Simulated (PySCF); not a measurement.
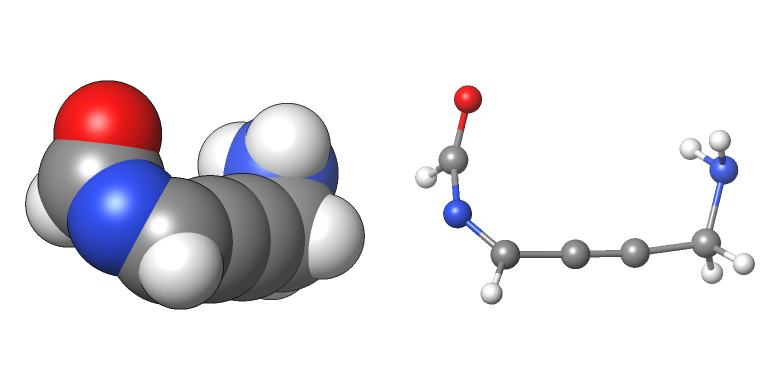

Two views of one molecule. Colours: nitrogen blue, carbon grey, oxygen red, hydrogen white.

The geometry was computed by an optimisation with GFN2-xTB. No frequency run is at hand to confirm it as a minimum.

Describe the molecule.

Formula C₅H₆N₂O. Its SMILES string is `NCC#C/C=N\C=O`. It has no ring. Among its groups: primary amine, alkyne, imine. The point group is C1. Coordination: 1 N trigonal pyramidal; 1 C tetrahedral; 2 C linear; 2 C trigonal planar; 1 N bent.

More results for the same structure follow; atom numbers are the same in all pictures, views and colours differ.

Geometry

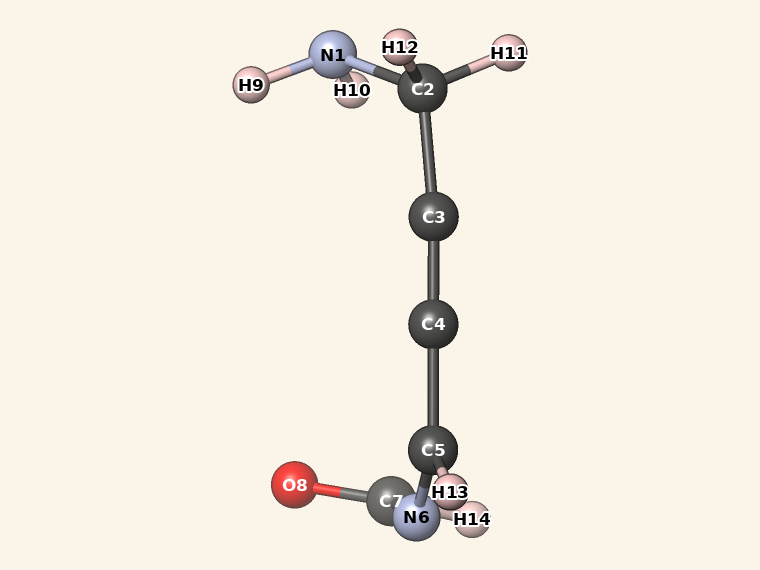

C7 lies behind N6. The molecule seen a little off the N6–C7 bond, N6 in front. Distant atoms are faded towards the background colour. No frequency run is at hand to confirm it as a minimum.

> What is the torsion angle C5–N6–C7–O8? The sign is positive where the front bond must turn clockwise to cover the back bond.

−83°, about perpendicular.

Dipole moment

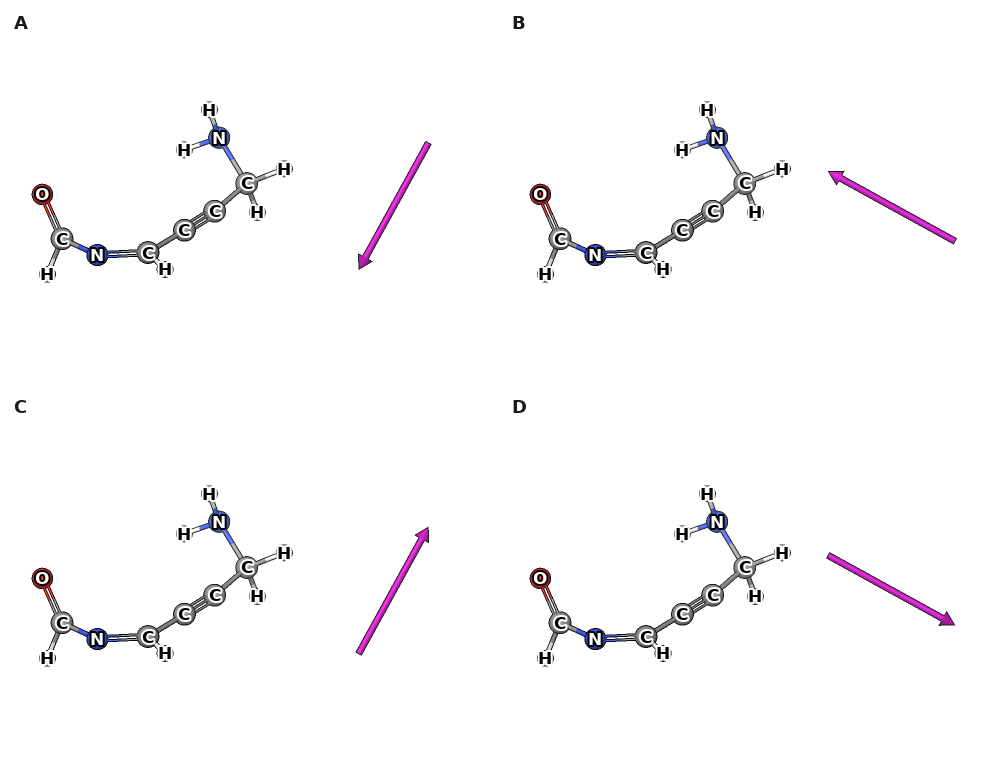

The same molecule four times, each with an arrow. No frequency run is at hand to confirm it as a minimum. Properties computed with ωB97X-D/def2-SVPD, gas phase (PySCF 2.14.0).

> Which arrow points along the dipole moment, from the negative to the positive end?

D. The dipole moment is 3.78 D.

Excitation

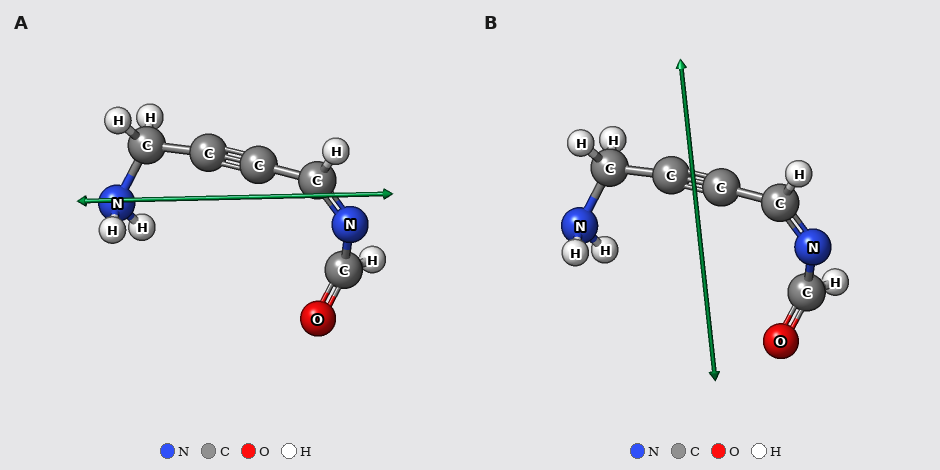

The double arrows show the directions of two transition dipoles from the ground state (lengths mean nothing). No frequency run is at hand to confirm it as a minimum. Properties computed with TDDFT ωB97X-D/def2-SVPD, vertical, gas phase, core orbitals frozen in the response (PySCF 2.14.0).

> One belongs to singlet state 6 and one to singlet state 7. Which is which?

A: state 7, 6.62 eV (187 nm), oscillator strength 0.017, of mixed character, with the largest part HOMO−2 → LUMO+2 (weight 0.36).
B: state 6, 6.06 eV (205 nm), oscillator strength 0.021, of mixed character, with the largest part HOMO−4 → LUMO (weight 0.35).

Polarisability

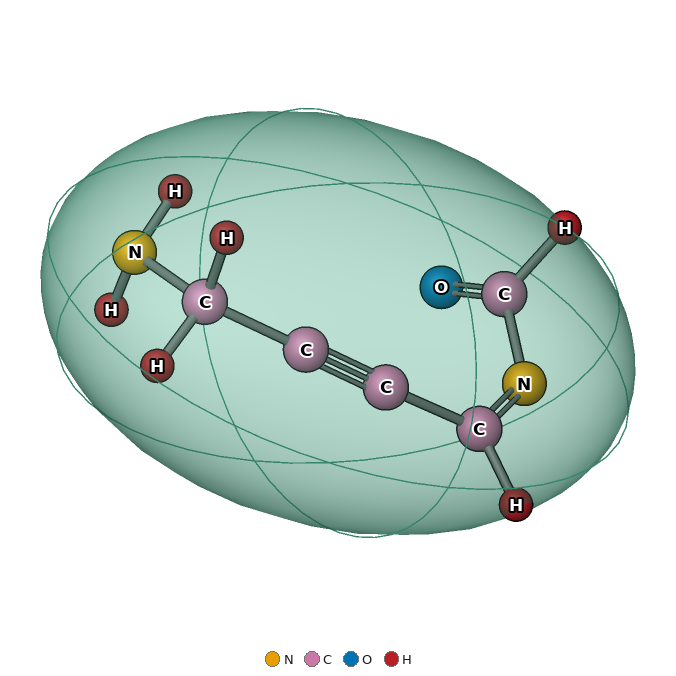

The ellipsoid shows the static dipole polarisability: its half-axes are proportional to the principal values. No frequency run is at hand to confirm it as a minimum. Level of theory: ωB97X-D/def2-SVPD (PySCF 2.14.0).

> Give the principal values, the mean and the anisotropy.

Principal values 57.8, 79.5, 109.5 bohr³; mean 82.3 bohr³ (12.19 Å³); anisotropy 45.0 bohr³, so the longest axis is 1.90 times the shortest.
